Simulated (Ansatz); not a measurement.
# BCl$_{2}$GeHN (SMILES ClB(Cl)[NH][Ge]) (doublet): what the fields show

Input

```
crystal:
  periodic: [false, false, false]
  atoms:
    - {symbol: B, position_ang: [-0.885224, 2.553133, 0.087685]}
    - {symbol: Cl, position_ang: [-1.276678, 3.908873, -0.984181]}
    - {symbol: Cl, position_ang: [-1.066641, 2.777770, 1.828691]}
    - {symbol: Ge, position_ang: [0.040777, -0.259858, 0.422836]}
    - {symbol: N, position_ang: [-0.438601, 1.324933, -0.456053]}
    - {symbol: H, position_ang: [-0.375011, 1.320648, -1.475586]}
basis:
  gaussian:
    orbitals: def2-TZVPD
magnetization:
  spin_polarized: true
  initial_magnetization: 1
hamiltonian:
  xc: pbe0
output: {forces: true, orbitals: {seedname: orbitals}}
```

Launched as:

```sh
ansatz run input.yaml --threads 2 --pin off --max-ram 4350MiB --events-out events.jsonl --progress --plain --runs-dir runs
```

Geometry: r2SCAN-D4/def2-SVP.

Level of theory: Ansatz 0.2.0, isolated molecule in a Gaussian basis; Kohn-Sham density functional theory, functional PBE0.

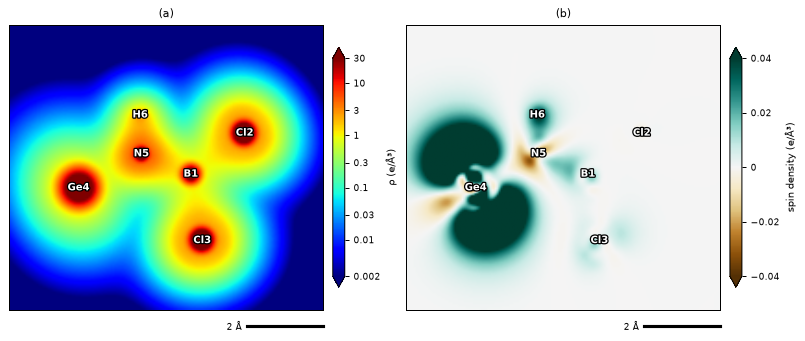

Figure 1. (a) electron density; (b) spin density (α minus β) on the molecular plane.

What does the map show?

The section cuts through B, Cl, Ge, N and H sites. B–N (1.42 Å): the density is about 1.9 e/Å³ at the midpoint. B–Cl (1.76 Å): the density is about 1.3 e/Å³ at the midpoint. Ge–N (1.87 Å): ρ at the midpoint is about 0.88 e/Å³. N–H (1.02 Å): ρ at the midpoint is about 2.9 e/Å³. The unpaired spin (1 electron) lies mostly on Ge4 (about 0.9), in electrons by Hirshfeld's partition.

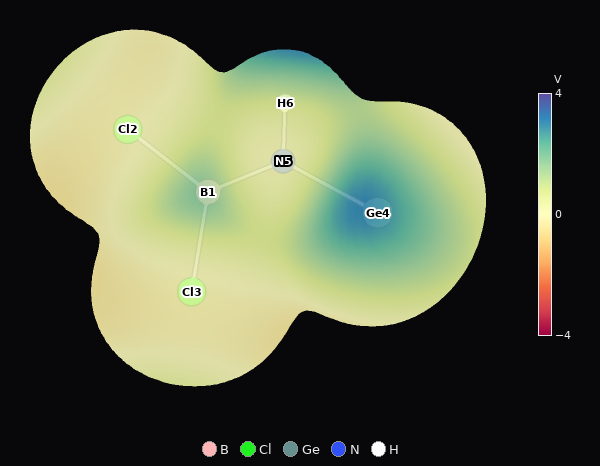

Figure 2. The molecular electrostatic potential painted on the density surface at 0.004 e/bohr³, seen at a tilt; red is negative and blue positive.

Describe the electrostatic potential map.

The most negative region (about −0.5 V) lies over Cl2 and Cl3, the most positive (about +3.1 V) over Ge4 and H6. Cl2 shows a σ-hole: about +0.6 V at the tip opposite its bond, against about −0.2 V on its flanks. Cl3 shows a σ-hole: about +0.6 V at the tip opposite its bond, against about −0.2 V on its flanks.

How polar is the molecule by this calculation?

Its dipole moment is 1.97 D.

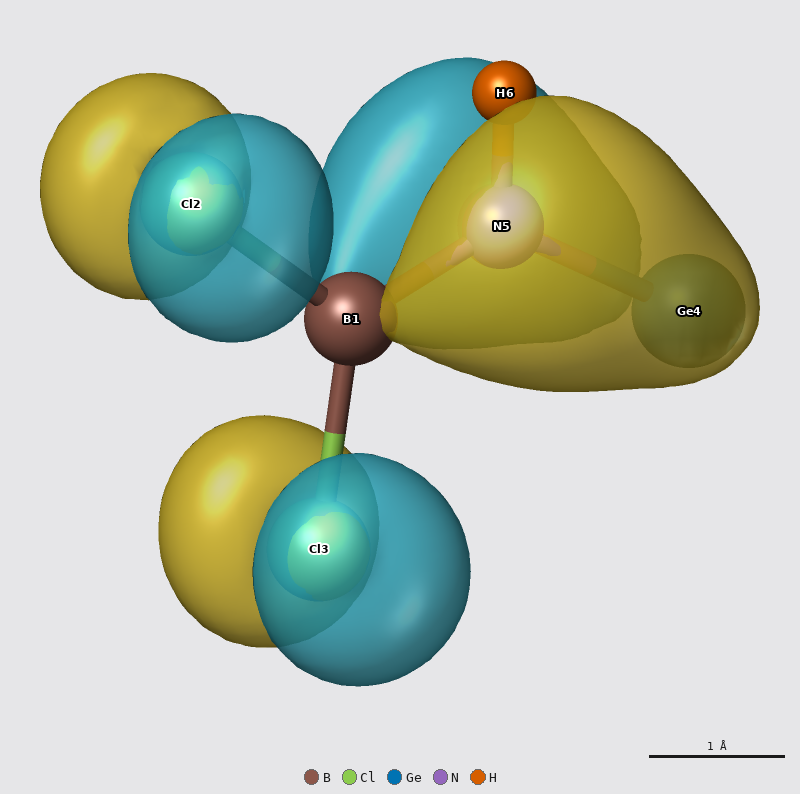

Figure 3. The HOMO−1 (α) at ±0.1 Å⁻³ᐟ² (yellow and cyan are the two phases), seen at a tilt.

What is the character of this orbital?

It lies mainly on N5 (about 45 %), Cl3 (about 15 %), Cl2 (about 15 %), Ge4 (about 10 %) and B1 (about 10 %); it changes sign across the molecular plane (π type); π-antibonding (a node) across B1–Cl2 and B1–Cl3. Its energy is −8.89 eV.
